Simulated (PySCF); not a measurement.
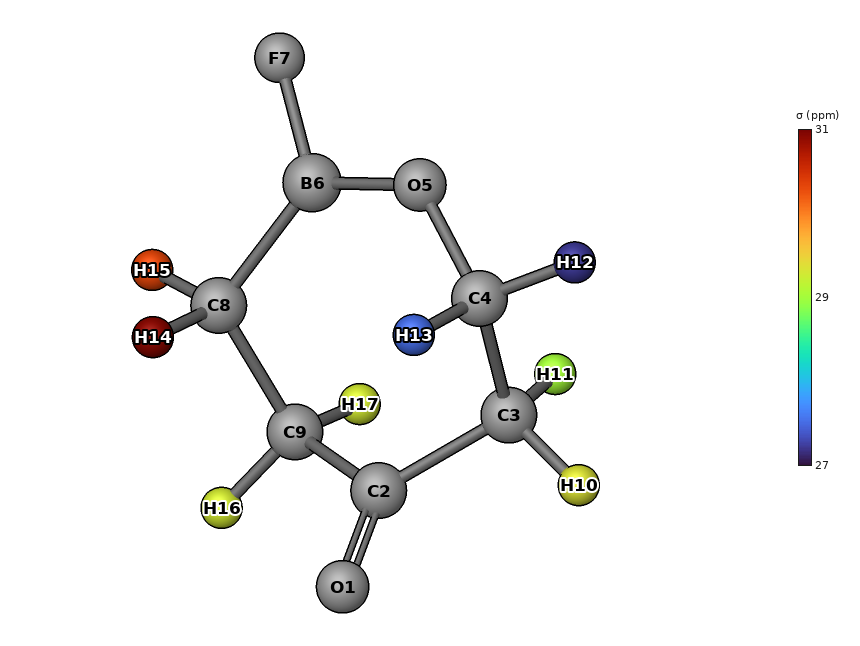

Atoms are coloured by their isotropic NMR shieldings (H only, the others grey). The geometry was computed by an optimisation with GFN2-xTB. No frequency run is at hand to confirm it as a minimum. Level of theory: GIAO PBE0/pcSseg-1 NMR shielding, non-relativistic, gas phase (PySCF 2.14.0).

Give the isotropic NMR shieldings of the H atoms atom by atom.

```json
{"atom": "H10", "σ (ppm)": "29.35"}
{"atom": "H11", "σ (ppm)": "29.01"}
{"atom": "H12", "σ (ppm)": "27.22"}
{"atom": "H13", "σ (ppm)": "27.53"}
{"atom": "H14", "σ (ppm)": "30.92"}
{"atom": "H15", "σ (ppm)": "30.32"}
{"atom": "H16", "σ (ppm)": "29.28"}
{"atom": "H17", "σ (ppm)": "29.30"}
```

The geometry is semi-empirical. Around B such bond lengths and angles can be off by a tenth of an ångström or more and by several degrees, and values that hang on the shape move with them.
